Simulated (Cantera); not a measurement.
Feed: 1 mol BF3, 4.1 mol O2, held at 1330 Pa.

Cantera equilibrium calculation (NASA polynomials, part measured and part estimated; ideal gas, pure solids and liquids). Candidate condensed phases: B, B2O3; 21 gas species. The tables' values for BF2 are old estimates; treat these amounts as uncertain. Kinetics and transport are ignored.

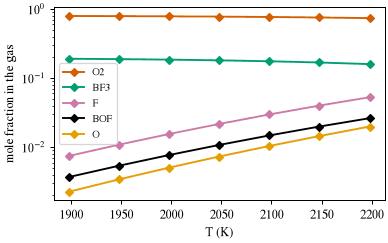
Figure: Equilibrium gas composition (values under 1e-9 drawn at 1e-9)

Q: Read off the mole fractions at 1898 K.

A: O2 about 0.80, BF3 about 0.19, F about 0.0075, BOF about 0.0037, O about 0.0023.
